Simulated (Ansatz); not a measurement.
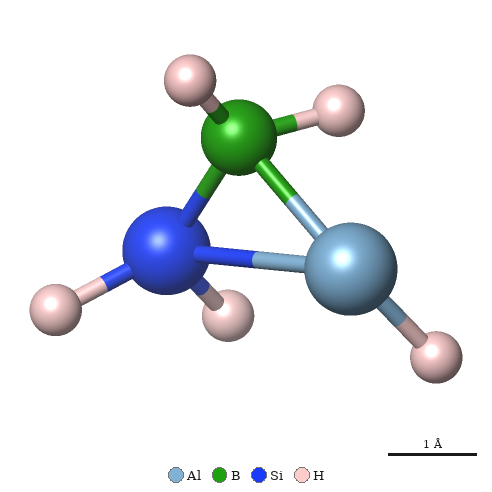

Ball-and-stick drawing of a structure. Every bond is drawn as one stick, whatever its order.

Charge 0, doublet. The computed structure is the end point of a PBE0-D4/def2-TZVP optimisation. No frequency run is at hand to confirm it as a minimum.

Describe the molecule.

It has 8 atoms: 1 aluminium, 1 boron, 5 hydrogen and 1 silicon (AlBH₅Si). The point group is C1. It is an open-shell species. Coordination, clear cases only: 1 Al trigonal pyramidal.

The parts below concern this one geometry. Atoms keep their numbers from picture to picture.

## Dipole moment

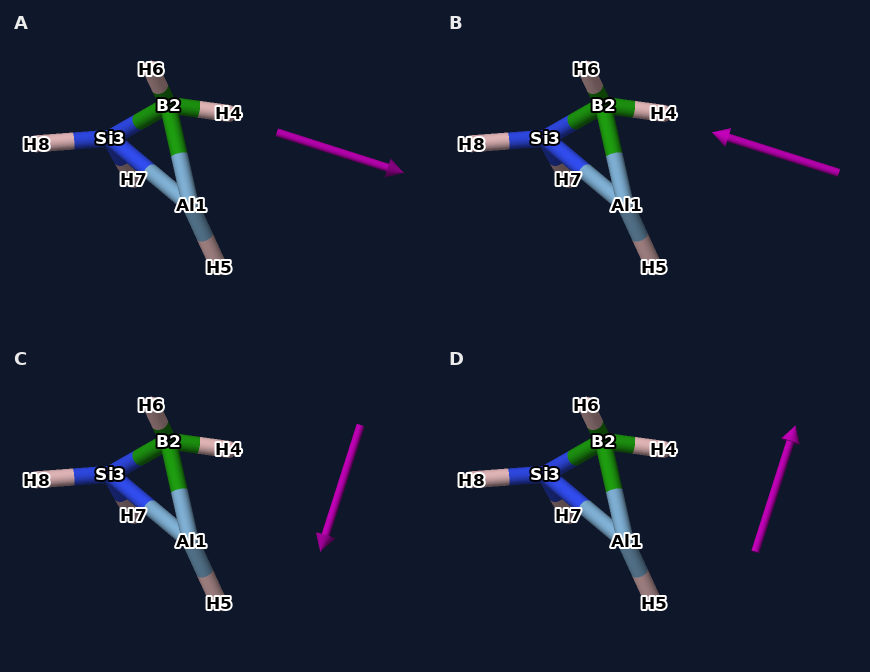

The same molecule four times, each with an arrow. No frequency run is at hand to confirm it as a minimum. Level of theory: UKS PBE0-D4/def2-TZVP (Ansatz 0.2.0).

**Which arrow points along the dipole moment, from the negative to the positive end?**

C. The dipole moment is 0.81 D; it points from the side of H6 to the side of H5 (the outermost atoms at the two ends).

## Electronic properties

No frequency run is at hand to confirm it as a minimum. Level of theory: UKS PBE0-D4/def2-TZVPP (Ansatz 0.2.0).

**What is the HOMO energy (Kohn–Sham orbital)?**

−5.45 eV.

**Estimate the ⟨S²⟩ of the determinant.**

0.783.

**Give the dispersion correction at this level.**

−12.8 kJ/mol.

## Charges

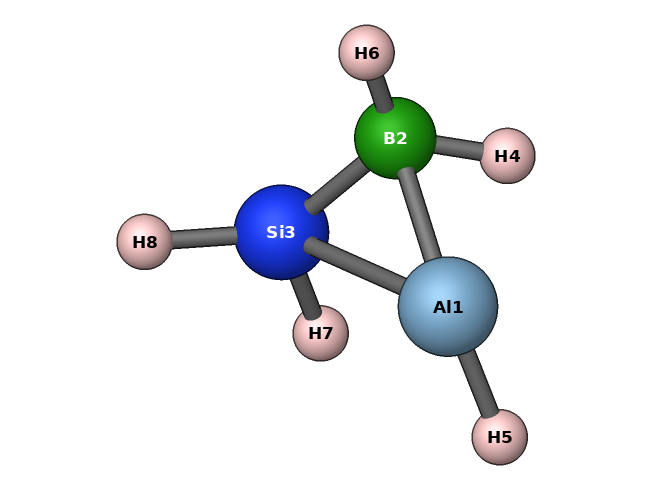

The questions are on Mulliken charges. No frequency run is at hand to confirm it as a minimum. Method: UKS PBE0-D4/def2-TZVP (Ansatz 0.2.0).

**Which atom carries the highest charge (most positive or least negative)?**

Al1 (0.17 e).

**And the lowest?**

B2 (−0.16 e).

Give the Mulliken charges atom by atom.

```json
{"atom": "Al1", "value (e)": "0.17"}
{"atom": "B2", "value (e)": "−0.16"}
{"atom": "Si3", "value (e)": "−0.05"}
{"atom": "H4", "value (e)": "0.05"}
{"atom": "H5", "value (e)": "−0.08"}
{"atom": "H6", "value (e)": "0.04"}
{"atom": "H7", "value (e)": "0.02"}
{"atom": "H8", "value (e)": "0.00"}
```

Mulliken values depend strongly on the basis set and can even reverse the polarity of a bond.
